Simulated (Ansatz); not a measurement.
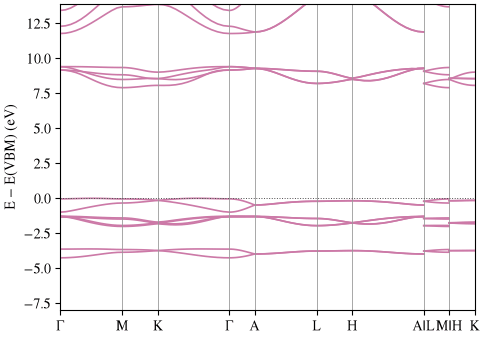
Band structure from r²SCAN+D4 in the plane-wave PAW code Ansatz

**Question.** Read off the gap and where the band edges lie.

**Answer.** About 7.9 eV (7.91 eV by a search for the band edges); maximum on the K–Γ line, 55 % of the way from K, minimum at M.

The material is N in space group P6_3/mmc (No. 194; N on 4f).

The workflow started from a Materials Project entry (that database holds measured and hypothetical structures alike); the Crystallography Open Database copy checked does not list it. It is not the usual solid phase (space group No. 205). The r²SCAN+D4 relaxation kept the symmetry of its start; whether a distortion lowers the energy is not shown. The substance is a gas or liquid at ambient conditions.

Potentials: the later of the program's two PAW sets.
